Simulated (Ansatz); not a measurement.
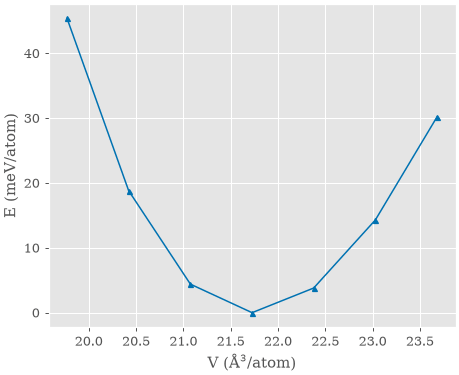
In2Ag in space group I4/mcm (No. 140; In on 8h, Ag on 4a) under volume change, DFT-PBEsol in the program Ansatz with PAW potentials, shape and atoms relaxed at each volume.

**Question.** What does a third-order Birch–Murnaghan fit give for V₀, B₀ and B′?

**Answer.** V₀ = 21.73 Å³/atom, B₀ = 66.8 GPa, B′ = 5.8.

The workflow started from an entry of the Crystallography Open Database (COD). Its standing as an ambient phase is unchecked. The PBEsol relaxation kept the symmetry of its start; its stability against distortions is not shown here. No spin polarisation was allowed.

Potentials: the later of the program's two PAW sets.
